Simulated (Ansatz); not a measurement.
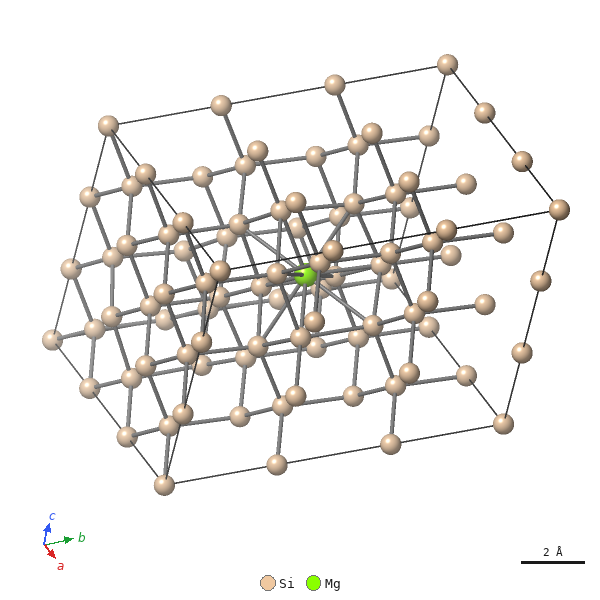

The structure above is drawn in ball-and-stick style and viewed from a general direction. The supercell is outlined; an atom on or near a face, edge or corner is repeated at each equivalent position. The host is Si, in a cell of 54 sites, and the cell carries a charge of +1.

**What defect is present?**

An interstitial magnesium atom. It is bonded to ten Si at about 2.5 to 2.8 Å.

Calculation details: Ansatz 0.2.0, DFT PBE, scalar-relativistic, plane waves, PAW; a basis cut at 420 eV, Brillouin-zone sampling on a 2×2×2 mesh, Gaussian smearing of 0.01 eV, collinear spins.

**Does the defective cell carry a moment?**

No net moment.

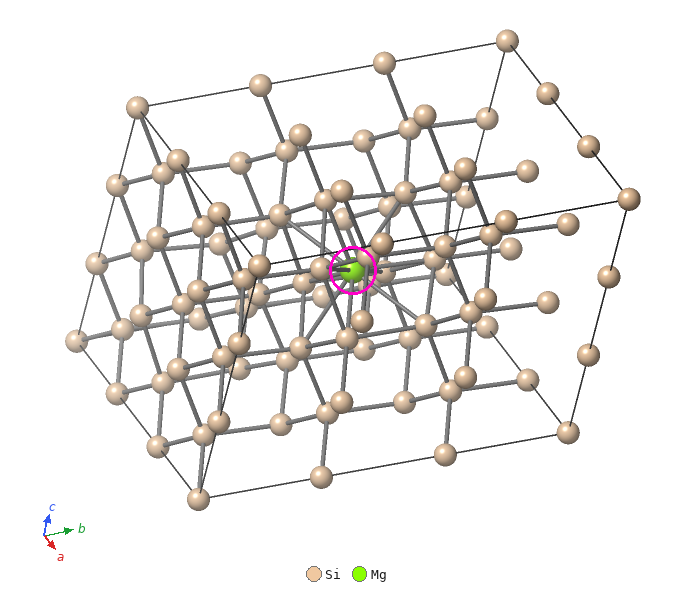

The same cell with a ring at the defect's site.

The atoms were relaxed in the host's cell with DFT PBE, scalar-relativistic, plane waves, PAW in Ansatz 0.2.0.
